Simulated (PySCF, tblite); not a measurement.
# C₆H₉NOSi: geometry, infrared bands and NMR shifts, part 2 of 2

tblite 0.8.0 and PySCF 2.14.0. Atoms count from 0.

## 3. Vibrational analysis with GFN2-xTB

The job: settings as JSON, then the geometry in Å.

```
{"job": {"kind": "ir", "xc": "GFN2-xTB", "basis": "xTB"}, "charge": 0, "multiplicity": 1}
N      4.611853     1.371728     1.361816
C      3.845162     0.600712     0.994550
C      2.889857    -0.331337     0.546343
C      1.703811     0.036597     0.054530
Si     0.400192    -1.180463    -0.578682
O     -0.855852    -0.417130    -1.248428
C     -1.876822     0.368452    -0.764665
C     -1.797740     1.041283     0.569859
C     -2.746375    -0.104793     0.359405
H      3.174432    -1.372542     0.627686
H      1.497956     1.101221    -0.000855
H      0.878277    -1.915747    -1.739849
H      0.034691    -2.040402     0.555036
H     -2.345862     0.907071    -1.581878
H     -0.920616     0.859400     1.171429
H     -2.199287     2.037899     0.666817
H     -2.497426    -1.051993     0.811212
H     -3.805009     0.096363     0.310099
```

The log of the run:

```text
mode    cm-1     km/mol
  1      14.3      0.35
  2      51.6      1.50
  3      62.3      3.42
  4     107.7      7.19
  5     128.8      3.23
  6     147.5      0.13
  7     211.3      4.16
  8     267.1      0.80
  9     399.9      1.64
 10     408.5      7.05
 11     449.6     10.73
 12     510.5     17.24
 13     537.9    125.10
 14     634.1      5.91
 15     698.5     33.51
 16     734.8     19.79
 17     757.4    267.05
 18     775.0    201.31
 19     787.4    109.32
 20     798.0     65.95
 21     848.2      0.46
 22     938.6     94.64
 23     970.1     18.17
 24     998.3     21.39
 25    1020.9     16.09
 26    1035.4     15.89
 27    1063.8      0.93
 28    1079.7      3.22
 29    1081.0      2.88
 30    1148.4      0.05
 31    1181.5     23.07
 32    1201.0    185.79
 33    1272.0     28.25
 34    1276.9     11.69
 35    1356.4     82.92
 36    1423.6      1.04
 37    1472.7     32.07
 38    1627.5      3.65
 39    2197.7    287.96
 40    2330.2    247.56
 41    2364.1    184.27
 42    3012.4     30.36
 43    3019.9     19.07
 44    3050.0     27.12
 45    3092.3     12.26
 46    3095.8     18.55
 47    3102.0      6.67
 48    3120.1     52.85
```

It took 0.58 s on 1 thread of Intel Xeon 6975P-C, shared host; peak memory 0.18 GiB.

The strongest bands and the atoms that carry them (share of the mass-weighted mode):

```csv
cm⁻¹,km/mol,atoms
538,125.1,"H11 30 %, H12 18 %, Si4 15 %, C1 13 %"
757,267.1,"H12 55 %, H11 31 %"
775,201.3,"H11 39 %, H12 29 %, Si4 10 %"
787,109.3,"C3 38 %, Si4 21 %, H10 15 %"
1201,185.8,"O5 28 %, C6 26 %, C8 12 %, C7 12 %"
2198,288.0,H12 96 %
2330,247.6,H11 97 %
2364,184.3,"C1 60 %, N0 39 %"
```

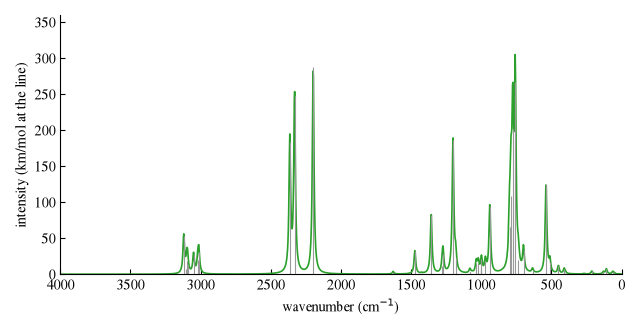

The infrared spectrum from these modes, unscaled. Lines are broadened to a width of 14 cm⁻¹ (Lorentzian).

## 4. Nuclear shieldings: PBE0/pcSseg-1

The job, as its differences from that of step 3:

```diff
@@ -1,2 +1,2 @@
-{"job": {"kind": "ir", "xc": "GFN2-xTB", "basis": "xTB"}, "charge": 0, "multiplicity": 1}
+{"job": {"kind": "nmr", "xc": "PBE0", "basis": "pcSseg-1"}, "charge": 0, "multiplicity": 1}
 N      4.611853     1.371728     1.361816
```

With the program's defaults for keys left out, this is: GIAO PBE0/pcSseg-1 NMR shielding, non-relativistic, gas phase.

The log of the run:

```text
coarse grid: 15872 points
cycle   1  E = -652.6924260697  dE =  1.395e+00  |g| = 7.460e-01  |ddm| = 3.938e+00
cycle   2  E = -652.4801134120  dE =  2.123e-01  |g| = 1.273e+00  |ddm| = 1.789e+00
cycle   3  E = -652.7942406364  dE = -3.141e-01  |g| = 2.311e-01  |ddm| = 1.278e+00
cycle   4  E = -652.8048052971  dE = -1.056e-02  |g| = 8.544e-02  |ddm| = 1.984e-01
cycle   5  E = -652.8061565994  dE = -1.351e-03  |g| = 2.917e-02  |ddm| = 8.169e-02
cycle   6  E = -652.8063368823  dE = -1.803e-04  |g| = 4.513e-03  |ddm| = 2.722e-02
cycle   7  E = -652.8063412648  dE = -4.383e-06  |g| = 1.066e-03  |ddm| = 4.373e-03
final grid: 149728 points
cycle   8  E = -652.8697920185  dE = -3.402e-05  |g| = 1.059e-02  |ddm| = 3.076e-02
cycle   9  E = -652.8697692724  dE =  2.275e-05  |g| = 1.536e-02  |ddm| = 1.900e-02
cycle  10  E = -652.8698144797  dE = -4.521e-05  |g| = 1.582e-03  |ddm| = 1.191e-02
cycle  11  E = -652.8698149886  dE = -5.088e-07  |g| = 4.214e-04  |ddm| = 1.523e-03
cycle  12  E = -652.8698150126  dE = -2.403e-08  |g| = 2.730e-04  |ddm| = 4.807e-04
cycle  13  E = -652.8698150277  dE = -1.517e-08  |g| = 4.494e-05  |ddm| = 2.087e-04
cycle  14  E = -652.8698150281  dE = -4.036e-10  |g| = 1.547e-05  |ddm| = 4.595e-05
converged SCF energy = -652.8698150281

GIAO shielding tensors (ppm)
atom      isotropic    diamagn.    paramagn.     s11        s22        s33       span
  0 N      -54.295     339.409    -393.704   -195.658   -189.735    222.509    418.167
  1 C       64.593     258.525    -193.932    -54.394    -46.119    294.293    348.687
  2 C       65.003     254.814    -189.812    -56.046     84.024    167.029    223.075
  3 C       21.462     263.116    -241.653   -108.107      8.244    164.250    272.357
  4 Si     391.970     881.460    -489.490    349.045    371.159    455.706    106.662
  5 O      310.048     395.941     -85.892    284.209    320.174    325.762     41.554
  6 C      136.656     240.222    -103.566     90.154    111.268    208.546    118.392
  7 C      178.731     253.197     -74.466    148.669    173.388    214.135     65.466
  8 C      181.306     258.184     -76.878    155.237    173.728    214.953     59.716
  9 H       26.140      28.369      -2.229     23.377     25.111     29.932      6.555
 10 H       24.220      35.201     -10.981     18.025     24.605     30.031     12.006
 11 H       26.757      29.615      -2.858     22.307     25.818     32.148      9.841
 12 H       26.609      30.807      -4.198     22.875     26.284     30.668      7.793
 13 H       27.918      29.470      -1.552     21.343     26.930     35.481     14.138
 14 H       31.264      34.167      -2.903     26.065     28.927     38.800     12.735
 15 H       31.128      30.984       0.144     25.294     26.769     41.320     16.027
 16 H       30.998      32.288      -1.290     25.100     29.525     38.369     13.269
 17 H       31.204      30.174       1.029     25.345     26.685     41.582     16.237
```

Wall time 33 s (1 thread of Intel Xeon 6975P-C, shared host); peak memory 0.92 GiB.

The references, computed at this level on geometries of the same kind, shield at (ppm): 1H TMS 31.72, 13C TMS 186.9, 29Si TMS 349.2, 15N NH3 267.7, 17O H2O 336.1. Their shielding less the atom's gives the shift. The references are single molecules in the gas phase, so shifts against H2O, NH3, PH3, H3PO4 or CFCl3 are not on the usual liquid scales and can be off by tens of ppm. Atoms listed in one row are averaged.

```
   atoms                               environment  σ (ppm)  δ (ppm)  δ scaled to CDCl3
      C3                                 alkene CH     21.5    165.5              159.6
      C1                            nitrile carbon     64.6    122.3              117.5
      C2                                 alkene CH     65.0    121.9              117.1
      C6                three-membered-ring carbon    136.7     50.3               47.1
  C7, C8                three-membered-ring carbon    180.0      6.9                4.8
     H10                  hydrogen on an alkene CH    24.22     7.50               7.17
      H9                  hydrogen on an alkene CH    26.14     5.58               5.36
H11, H12      hydrogen on a silicon bonded to C, O    26.68     5.03                  –
     H13  hydrogen on a three-membered-ring carbon    27.92     3.80               3.69
H14, H16  hydrogen on a three-membered-ring carbon    31.13     0.59               0.66
H15, H17  hydrogen on a three-membered-ring carbon    31.17     0.55               0.62
      N0                          nitrile nitrogen    -54.3    322.0                  –
     Si4               silicon bonded to C, O, 2 H    392.0    -42.8                  –
      O5                    oxygen bonded to C, Si    310.0     26.0                  –
```

The scaled column applies a straight-line fit of computed shieldings to shifts measured in CDCl3 (root-mean-square error 0.16 ppm for H, 1.9 ppm for C).

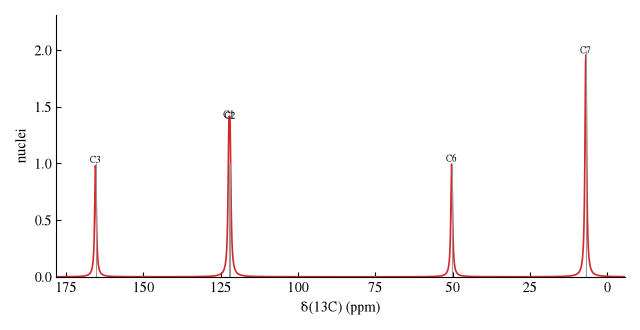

13C lines at the computed shifts, without couplings. Lines are broadened to a width of 0.63 ppm (Lorentzian).

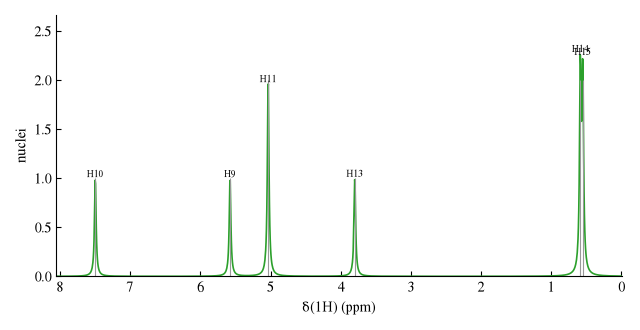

1H lines at the computed shifts, without couplings. Lines are broadened to a width of 0.03 ppm (Lorentzian).

The run also stored atomic charges by several schemes (e):

| atoms | Mulliken | IAO | Hirshfeld | ESP fit |
| --- | --- | --- | --- | --- |
| N0 | -0.24 | -0.23 | -0.21 | -0.48 |
| C1 | 0.11 | 0.14 | 0.08 | 0.51 |
| C2 | -0.14 | -0.17 | -0.02 | -0.41 |
| C3 | -0.38 | -0.40 | -0.11 | -0.16 |
| Si4 | 0.86 | 1.00 | 0.41 | 0.63 |
| O5 | -0.61 | -0.62 | -0.21 | -0.42 |
| C6 | 0.12 | 0.07 | 0.04 | 0.07 |
| C7, C8 | -0.25 | -0.32 | -0.10 | -0.32 |

Hirshfeld charges:

N0 -0.21; C1 0.08; C2 -0.02; C3 -0.11; Si4 0.41; O5 -0.21; C6 0.04; C7 -0.10; C8 -0.10; H9 0.07; H10 0.06; H11 -0.07; H12 -0.08; H13 0.05; H14 0.05; H15 0.05; H16 0.05; H17 0.05

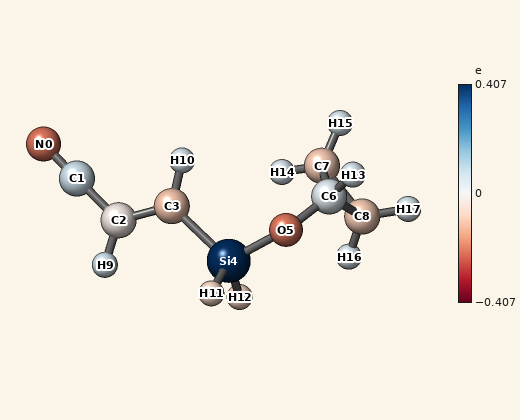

Hirshfeld charges, as colours on the atoms.

Mayer bond orders: N0–C1 3.00, C1–C2 1.06, C2–C3 1.84, C3–Si4 0.82, Si4–O5 0.99, O5–C6 0.89, C6–C7 0.97, C7–C8 0.94, C8–C6 0.96.

Ring of atoms C6, C7, C8: NICS(0) -39.6, NICS(1) -8.2, NICS(1)zz -21.3 ppm (means of both faces; NICS(1) differs between them: -9.4 and -6.9).

The two faces differ (NICS(1)zz -18.2 and -24.4 ppm).

In rings of three or four atoms NICS is ruled by the nearby σ bonds, so it says little on aromaticity.

Orbitals, density, ELF and potential are computed afterwards from the orbital file.

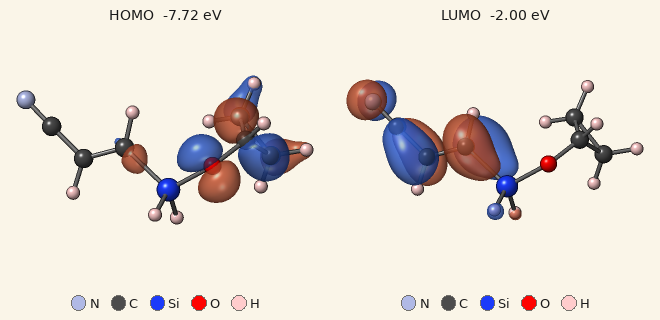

Frontier orbitals at PBE0/pcSseg-1; each surface holds 70 % of the orbital's density, blue and red mark the sign.

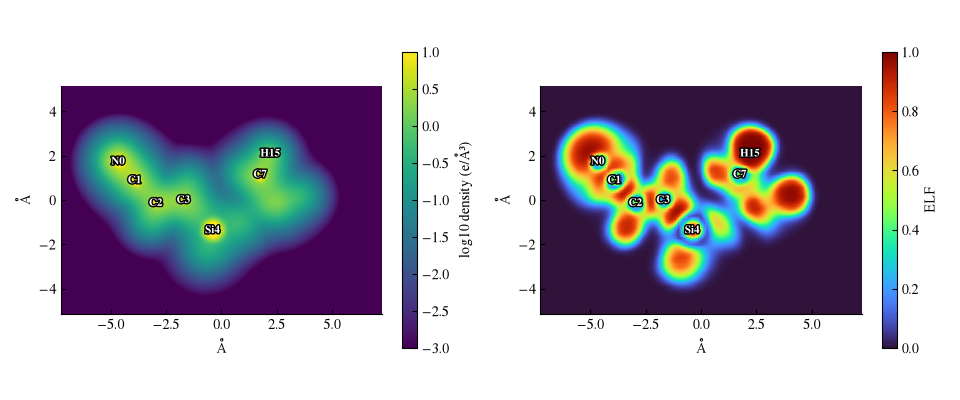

Density (left) and ELF (right) in a plane through or near 7 of the atoms.

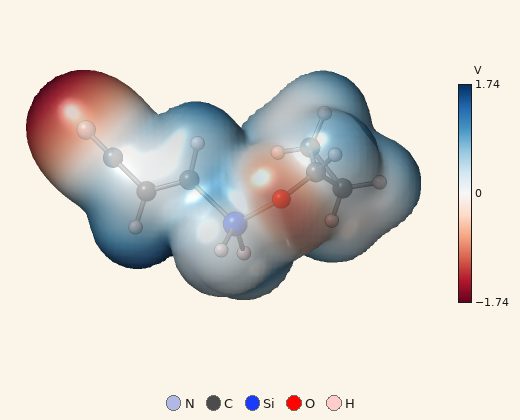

The potential that a unit positive charge feels on the 0.002 e/bohr³ surface, from the 1st to the 99th percentile, from -1.74 V near N0 to 1.58 V near H9.

## 5. Summary of results

This closing draws on all 2 parts.

| quantity | value |
| --- | --- |
| strongest single infrared mode (GFN2-xTB) | 2198 cm⁻¹, 288 km/mol |
| zero-point energy (GFN2-xTB) | 82.7 kcal/mol |
| 13C shifts against TMS (PBE0/pcSseg-1, means over atoms taken as alike) | 165.5, 122.3, 121.9, 50.3, 6.9 ppm |
| 1H shifts against TMS (PBE0/pcSseg-1, means over atoms taken as alike) | 7.50, 5.58, 5.03, 3.80, 0.59, 0.55 ppm |
| 15N shifts against NH3 (PBE0/pcSseg-1) | 322.0 ppm |
| 29Si shifts against TMS (PBE0/pcSseg-1) | -42.8 ppm |
| 17O shifts against H2O (PBE0/pcSseg-1) | 26.0 ppm |
| surface potential, 1st and 99th percentile | -1.74 V and 1.58 V |

**Reading.** Relaxing lowered the energy by 0.853 eV in 277 steps; the close pair that moved most is Si4–O5, from 1.708 to 1.615 Å. No mode is imaginary among the 48: a minimum at this level. The strongest single mode, at 2198 cm⁻¹, moves mainly H12. Unscaled tight-binding wavenumbers are off by several per cent, some by more. Its intensities can rank the bands wrongly. At PBE0/pcSseg-1: Shielding is most anisotropic at N0 (span 418 ppm, paramagnetic term -394 ppm). By nearest atom (PBE0/pcSseg-1), the HOMO sits on O5 33 %; C6 20 % and the LUMO on C3 31 %; C2 22 %.
